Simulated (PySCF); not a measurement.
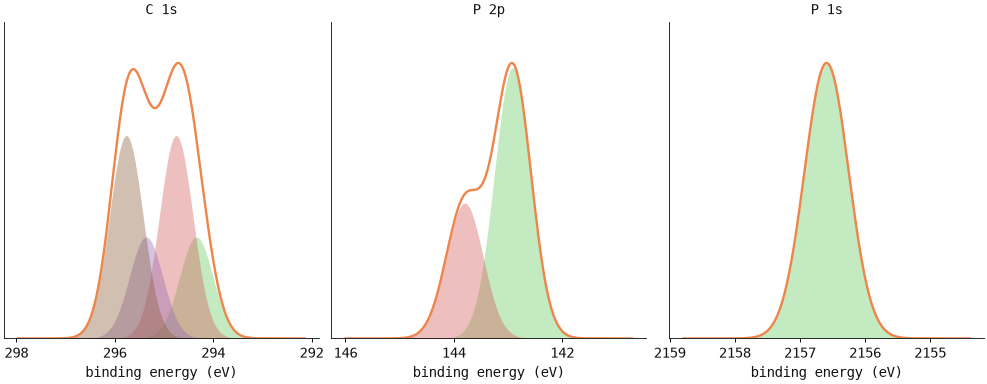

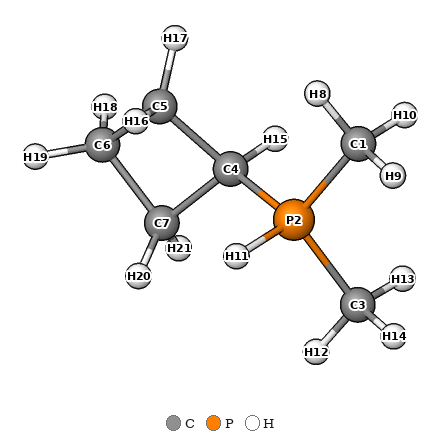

Simulated XPS of C₆H₁₄P⁺, SMILES C[PH+](C)C1CCC1. Vertical core-electron binding energies by ΔSCF (SCAN, pcX-2 on the ionised atom, pcseg-1 elsewhere, spin-free X2C; PySCF, at a PBE0-D3(BJ)/def2-SVP geometry (no frequency check)), gas phase, against the vacuum level. One atom of each kind was ionised; within a panel, areas follow the number of like atoms and 2j + 1 (2p levels are split by first-order spin-orbit coupling, an approximation), each panel is scaled alone, Gaussians of 0.8 eV full width. Only the regions named are shown. Lines closer than the width merge in the curve.

Q: Assign the components.

A:
```
  level   atoms  binding energy (eV)
   C 1s  C1, C3                295.8
   C 1s      C4                295.4
   C 1s  C5, C7                294.8
   C 1s      C6                294.3
P 2p1/2      P2                143.8
P 2p3/2      P2                142.9
   P 1s      P2               2156.6
```

Q: How large is the chemical shift across the C 1s region?

A: 1.4 eV, from C6 at 294.3 eV to C1, C3 at 295.8 eV.

Caveats: one conformer of a flexible molecule.
